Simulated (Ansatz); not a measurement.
Base system: Cs2AgBiBr6 (space group Fm-3m, No. 225; a = 11.343 Å). Axes: x, y, z lie along the cube axes.

The change: biaxial strain −4.07 %, plane normal [001], relaxed out of plane (Cartesian); in-plane vectors clamped, the third vector and the atoms free.

The values are results of r2SCAN, PAW, 500 eV (Ansatz, an electronic-structure program; no spin-orbit coupling), not measurements.

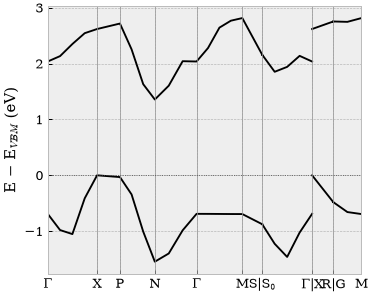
*Highest valence and lowest conduction band along the path of the changed cell's own zone*

Task: From the figure, how large is the changed gap, and is it direct?

Result: About 1.4 eV, indirect, X → N.

Spin-orbit coupling, missing from the scalar runs, can matter with Bi. No phonon test of stability was made. k-point labels follow each cell's own Brillouin zone.
